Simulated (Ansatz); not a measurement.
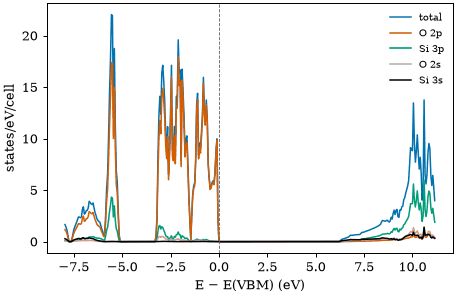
*Total and projected density of states of SiO2 in space group P6_322 (No. 182; Si on 4f, O on 6g, O on 2c), plane-wave PAW r²SCAN (Ansatz code)*

Question: Which orbitals carry the states next to the gap?

Answer: Top 1 eV of the valence band: O 2p 97 %. Bottom 1 eV of the conduction band: Si 3s 33 %, Si 3p 18 %, O 2s 16 %, outside the projected shells 29 %. Projections are on Löwdin-orthogonalised atomic valence shells; empty p or d shells of many metals are not among them.

Question: Where is the tallest occupied peak in this window, and what makes it?

Answer: Near -5.6 eV, about 22 states/eV per cell; the largest projected share is O 2p.

The workflow started from a Materials Project entry (that database holds measured and hypothetical structures alike); the Crystallography Open Database copy checked does not list it. It is not the phase usual at ambient conditions (space group No. 92, 152, 154). Symmetry was held in the r²SCAN relaxation; its stability against distortions is not shown here.

Potentials: the later of the program's two PAW sets.
